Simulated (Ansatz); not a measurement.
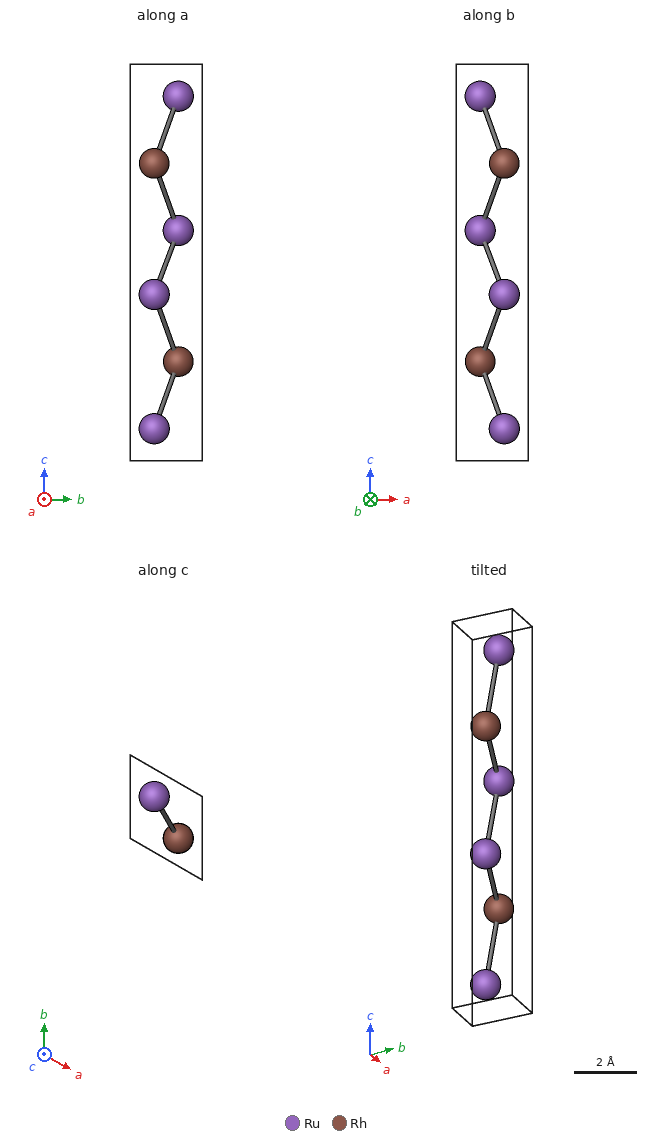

The figure gives a ball-and-stick picture of the atoms, viewed along the a axis, along the b axis, along the c axis and slightly off an axis. The parallelepiped is the conventional unit cell.

Lattice parameters: a = 2.7241 Å, b = 2.7241 Å, c = 12.9443 Å, α = 90.000°, β = 90.000°, γ = 120.000°.

### Give the atomic positions as a CIF with its space group and independent sites, with free fractional coordinates to two decimals.

```cif
data_structure
_symmetry_space_group_name_H-M 'P 63/m m c'
_symmetry_Int_Tables_number 194
_cell_length_a 2.7241
_cell_length_b 2.7241
_cell_length_c 12.9443
_cell_angle_alpha 90.000
_cell_angle_beta 90.000
_cell_angle_gamma 120.000
_cell_volume 83.19
loop_
_atom_site_label
_atom_site_type_symbol
_atom_site_symmetry_multiplicity
_atom_site_Wyckoff_symbol
_atom_site_fract_x
_atom_site_fract_y
_atom_site_fract_z
_atom_site_occupancy
Ru1 Ru 4 f 0.3333 0.6667 0.58 1
Rh1 Rh 2 c 0.3333 0.6667 0.25 1
```

The starting point was a structure type filled with these elements by a generator (whether the compound takes this form wasn't checked). Earlier steps of the study, as a rule a relaxation of our own, may have changed the cell and positions, so they can lie some per cent off the listed ones. It was the input of a calculation with Ansatz.

At this level of theory the run's own cell isn't at rest (stretched, at -16 GPa), so its distances can differ from those at equilibrium, the more so the softer the solid.
